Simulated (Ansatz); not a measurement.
The figure comes from a scan of BaTiO$_{3}$ (cubic perovskite): volume and axial ratio are varied about the relaxed values (subscript 0). Calculation: r2SCAN (plane waves to 500 eV, PAW, scalar-relativistic; Ansatz, a quantum-chemistry and plane-wave program). k mesh 8×8×8 (Γ-centred), Fermi-Dirac smearing 0.05 eV. Stress and pressure are positive under compression. BaTiO3 is run without spin polarisation. BaTiO3 was relaxed with its symmetry unable to fall. This is a high-temperature form of BaTiO3. 

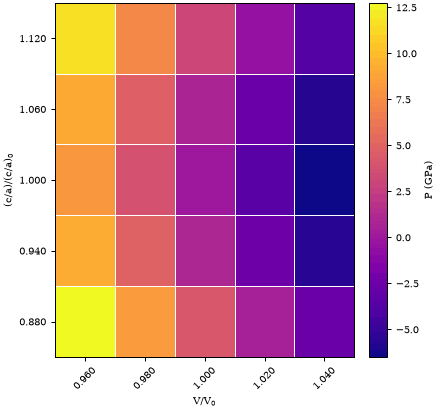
P (GPa), one tile a computed point.

Task: Read the plotted values off the figure, to the accuracy that the plot allows.

Result: To the nearest 2:

P (GPa), with V/V₀ across and (c/a)/(c/a)₀ down:

```tsv
(c/a)/(c/a)₀ \ V/V₀	0.960	0.980	1.000	1.020	1.040
0.880	12	8	4	0	-2
0.940	10	4	0	-2	-6
1.000	8	4	0	-4	-6
1.060	10	4	0	-2	-6
1.120	12	8	4	0	-4
```

(A scan under strain: stresses follow from slopes of the energy per volume, elastic moduli from its curvatures.)
